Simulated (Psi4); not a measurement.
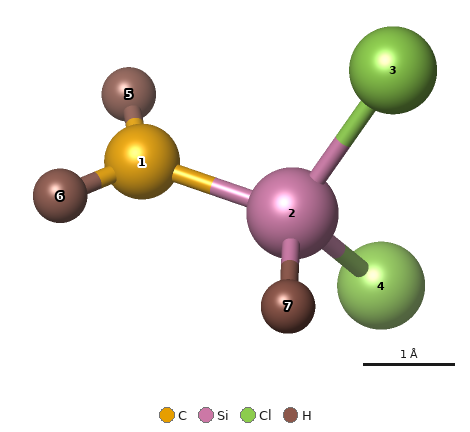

The structure (ball-and-stick view, seen at a tilt; atoms are numbered from 1 in the order of the input).

# Run report: CH$_{3}$Cl$_{2}$Si, single-point calculation (part 1 of 2)

The run: single-point calculation of CH$_{3}$Cl$_{2}$Si, multiplicity 2, SMILES [CH2][SiH](Cl)Cl. Method and program: B3LYP/aug-cc-pVTZ, UKS (Psi4 1.11).

The geometry comes from this level: PBE0-D4/def2-TZVP.

What the program printed:
```
Psi4 1.11 release

   => Loading Basis Set <=

    Name: AUG-CC-PVTZ
    Role: ORBITAL
    Keyword: BASIS

         ---------------------------------------------------------
                                   SCF
                              UKS Reference
                        1 Threads,   1525 MiB Core
         ---------------------------------------------------------

  ==> Geometry <==

    Molecular point group: c1
    Full point group: C1

    Geometry (in Angstrom), charge = 0, multiplicity = 2:

       Center              X                  Y                   Z               Mass
    ------------   -----------------  -----------------  -----------------  -----------------
         C           -1.043837007160     1.673732480111     0.752009916149    12.000000000000
         SI           0.115162992840     0.281632480111     0.550609916149    27.976926534650
         CL           1.242662992840     0.545732480111    -1.139790083851    34.968852682000
         CL          -0.925137007160    -1.471367519889     0.345309916149    34.968852682000
         H           -1.798837007160     1.908332480111     0.009009916149     1.007825032230
         H           -1.019937007160     2.321732480111     1.622009916149     1.007825032230
         H            1.033362992840     0.140132480111     1.696509916149     1.007825032230

  Running in c1 symmetry.

  Rotational constants: A =      0.14999  B =      0.08187  C =      0.05809 [cm^-1]
  Rotational constants: A =   4496.68130  B =   2454.46534  C =   1741.35205 [MHz]
  Nuclear repulsion =  261.789143782980091

  Charge       = 0
  Multiplicity = 2
  Electrons    = 57
  Nalpha       = 29
  Nbeta        = 28

  ==> Algorithm <==

  SCF Algorithm Type is DF.
  DIIS enabled.
  MOM disabled.
  Fractional occupation disabled.
  Guess Type is SAD.
  Energy threshold   = 1.00e-06
  Density threshold  = 1.00e-06
  Integral threshold = 1.00e-12

  ==> Primary Basis <==

  Basis Set: AUG-CC-PVTZ
    Blend: AUG-CC-PVTZ
    Number of shells: 89
    Number of basis functions: 265
    Number of Cartesian functions: 307
    Spherical Harmonics?: true
    Max angular momentum: 3

  ==> DFT Potential <==

   => LibXC <=

    Version 7.1.2

   => Composite Functional: B3LYP <=

    B3LYP Hyb-GGA Exchange-Correlation Functional

    Deriv               =              1
    GGA                 =           TRUE
    Meta                =          FALSE

    Exchange Hybrid     =           TRUE
    MP2 Hybrid          =          FALSE

   => Exchange Functionals <=

    0.0800   Slater exchange
    0.7200         Becke 88

   => Exact (HF) Exchange <=

    0.2000               HF

   => Correlation Functionals <=

    0.1900   Vosko, Wilk & Nusair (VWN5_RPA)
    0.8100   Lee, Yang & Parr

   => LibXC Density Thresholds  <==

    XC_HYB_GGA_XC_B3LYP:  1.00E-15

   => Molecular Quadrature <=

    Radial Scheme          =       TREUTLER
    Pruning Scheme         =           NONE
    Nuclear Scheme         =       TREUTLER

    Blocking Scheme        =         OCTREE
    BS radius alpha        =              1
    Pruning alpha          =              1
    Radial Points          =             99
    Spherical Points       =            590
    Total Points           =         392650
    Total Blocks           =           2881
    Max Points             =            256
    Max Functions          =            265
    Weights Tolerance      =       1.00E-15

   => Loading Basis Set <=

    Name: (AUG-CC-PVTZ AUX)
    Role: JKFIT
    Keyword: DF_BASIS_SCF

  ==> Integral Setup <==

  DFHelper Memory: AOs need 0.373 GiB; user supplied 0.373 GiB.
  SCF_SUBTYPE=INCORE selected. In-core MEM_DF algorithm will be used.
  Using in-core AOs.

  ==> MemDFJK: Density-Fitted J/K Matrices <==

    J tasked:                   Yes
    K tasked:                   Yes
    wK tasked:                   No
    Memory [MiB]:               381
    Algorithm:                 Core
    Schwarz Cutoff:           1E-12
    Mask sparsity (%):       0.2392
    Fitting Condition:        1E-10

   => Auxiliary Basis Set <=

  Basis Set: (AUG-CC-PVTZ AUX)
    Blend: AUG-CC-PVTZ-JKFIT
    Number of shells: 198
    Number of basis functions: 680
    Number of Cartesian functions: 836
    Spherical Harmonics?: true
    Max angular momentum: 4

  Cached 25.0% of DFT collocation blocks in 0.635 [GiB].

  Minimum eigenvalue in the overlap matrix is 3.7634520378E-05.
  Reciprocal condition number of the overlap matrix is 3.4931594377E-06.
    Using symmetric orthogonalization.

  ==> Pre-Iterations <==

  SCF Guess: Superposition of Atomic Densities via on-the-fly atomic UHF (no occupation information).

   -------------------------
    Irrep   Nso     Nmo
   -------------------------
     A        265     265
   -------------------------
    Total     265     265
   -------------------------

  ==> Iterations <==

                           Total Energy        Delta E     RMS |[F,P]|

   @DF-UKS iter SAD: -1249.59139254433694   -1.24959e+03   0.00000e+00
   @DF-UKS iter   1: -1249.40136597598962    1.90027e-01   3.65604e-03 ADIIS/DIIS
   @DF-UKS iter   2: -1248.12271730872499    1.27865e+00   5.24021e-03 ADIIS/DIIS
   @DF-UKS iter   3: -1249.93396715145991   -1.81125e+00   7.96066e-04 ADIIS/DIIS
   @DF-UKS iter   4: -1249.96244739483950   -2.84802e-02   4.90549e-04 ADIIS/DIIS
   @DF-UKS iter   5: -1249.97118741389977   -8.74002e-03   1.04650e-04 ADIIS/DIIS
   @DF-UKS iter   6: -1249.97162630598427   -4.38892e-04   4.93866e-05 DIIS
   @DF-UKS iter   7: -1249.97173616745408   -1.09861e-04   1.35336e-05 DIIS
   @DF-UKS iter   8: -1249.97174598099127   -9.81354e-06   3.08261e-06 DIIS
   @DF-UKS iter   9: -1249.97174648163150   -5.00640e-07   1.34706e-06 DIIS
   @DF-UKS iter  10: -1249.97174656417769   -8.25462e-08   4.76068e-07 DIIS
  Energy and wave function converged.

  ==> Post-Iterations <==

   Electrons on quadrature grid:
      Nalpha   =   29.0000002968 ; deviation = 2.968e-07
      Nbeta    =   27.9999999676 ; deviation = -3.240e-08
      Ntotal   =   57.0000002644 ; deviation = 2.644e-07

   @Spin Contamination Metric:   3.531373156E-03
   @S^2 Expected:                7.500000000E-01
   @S^2 Observed:                7.535313732E-01
   @S   Expected:                5.000000000E-01
   @S   Observed:                5.000000000E-01

    Orbital Energies [Eh]
    ---------------------

    Alpha Occupied:

       1A   -101.562767     2A   -101.562727     3A    -66.208328
       4A    -10.212572     5A     -9.469224     6A     -9.469181
       7A     -7.229656     8A     -7.229622     9A     -7.224793
      10A     -7.224751    11A     -7.224521    12A     -7.224476
      13A     -5.347818    14A     -3.708420    15A     -3.706714
      16A     -3.704080    17A     -0.854182    18A     -0.828390
      19A     -0.716622    20A     -0.537493    21A     -0.460788
      22A     -0.419668    23A     -0.411844    24A     -0.402255
      25A     -0.349047    26A     -0.344666    27A     -0.331412
      28A     -0.327249    29A     -0.269721

    Alpha Virtual:

      30A     -0.012665    31A     -0.006534    32A      0.004085
      33A      0.007230    34A      0.016557    35A      0.036205
      36A      0.037183    37A      0.040313    38A      0.051320
      39A      0.055361    40A      0.058329    41A      0.065331
      42A      0.066260    43A      0.081962    44A      0.088523
      45A      0.096202    46A      0.101543    47A      0.106543
      48A      0.114492    49A      0.118069    50A      0.132995
      51A      0.134299    52A      0.139494    53A      0.146691
      54A      0.155044    55A      0.166739    56A      0.169116
      57A      0.171488    58A      0.206543    59A      0.218580
      60A      0.223539    61A      0.226472    62A      0.235251
      63A      0.239227    64A      0.241443    65A      0.254706
      66A      0.266327    67A      0.269512    68A      0.277641
      69A      0.280336    70A      0.290133    71A      0.315883
      72A      0.317330    73A      0.327087    74A      0.340605
      75A      0.345023    76A      0.361047    77A      0.366223
      78A      0.377026    79A      0.380209    80A      0.381864
      81A      0.399858    82A      0.405795    83A      0.425207
      84A      0.434089    85A      0.449470    86A      0.482408
      87A      0.483123    88A      0.487377    89A      0.510408
      90A      0.513343    91A      0.518948    92A      0.524297
      93A      0.545262    94A      0.548920    95A      0.584286
      96A      0.585749    97A      0.594798    98A      0.602264
      99A      0.611516   100A      0.611926   101A      0.646992
     102A      0.651094   103A      0.658246   104A      0.668172
     105A      0.698662   106A      0.705999   107A      0.709655
     108A      0.728759   109A      0.755158   110A      0.762766
     111A      0.769118   112A      0.776192   113A      0.787032
     114A      0.795060   115A      0.798666   116A      0.807731
     117A      0.812227   118A      0.824334   119A      0.835823
     120A      0.840585   121A      0.857478   122A      0.868270
     123A      0.876827   124A      0.881910   125A      0.903616
     126A      0.942652   127A      0.962748   128A      0.965676
     129A      0.969292   130A      0.973010   131A      0.990961
     132A      0.996859   133A      0.999626   134A      1.006015
     135A      1.047277   136A      1.053113   137A      1.063670
     138A      1.085350   139A      1.097293   140A      1.113802
     141A      1.150336   142A      1.169403   143A      1.172628
     144A      1.206161   145A      1.210391   146A      1.231592
     147A      1.234763   148A      1.245657   149A      1.257033
     150A      1.274080   151A      1.283477   152A      1.290422
     153A      1.313714   154A      1.329940   155A      1.330319
     156A      1.338484   157A      1.378861   158A      1.393496
     159A      1.405964   160A      1.433161   161A      1.450611
     162A      1.455321   163A      1.468786   164A      1.507474
     165A      1.539963   166A      1.549514   167A      1.562637
     168A      1.565970   169A      1.602681   170A      1.631922
     171A      1.639053   172A      1.691252   173A      1.733372
     174A      1.738984   175A      1.743735   176A      1.765801
     177A      1.777408   178A      1.822909   179A      1.879859
     180A      1.900933   181A      1.918988   182A      1.933854
     183A      1.946826   184A      1.953008   185A      2.136182
     186A      2.229324   187A      2.235247   188A      2.250459
     189A      2.287216   190A      2.297956   191A      2.336066
     192A      2.359582   193A      2.379821   194A      2.393939
     195A      2.418567   196A      2.443466   197A      2.531952
     198A      2.548627   199A      2.616966   200A      2.641173
     201A      2.661115   202A      2.668330   203A      2.714725
     204A      2.758794   205A      2.786796   206A      2.787898
     207A      2.790331   208A      2.791518   209A      2.841568
     210A      2.864059   211A      2.882812   212A      2.916993
     213A      2.933429   214A      2.947561   215A      2.952222
     216A      2.976791   217A      3.000668   218A      3.010964
     219A      3.014970   220A      3.059684   221A      3.085184
     222A      3.110257   223A      3.213309   224A      3.297782
     225A      3.307125   226A      3.331614   227A      3.388624
     228A      3.441512   229A      3.448752   230A      3.502502
     231A      3.535629   232A      3.570716   233A      3.632331
     234A      3.635568   235A      3.675074   236A      3.753304
     237A      3.794037   238A      3.811086   239A      3.820198
     240A      3.842619   241A      3.918068   242A      3.932142
     243A      3.950756   244A      4.106996   245A      4.109012
     246A      4.261822   247A      4.334345   248A      4.391292
```
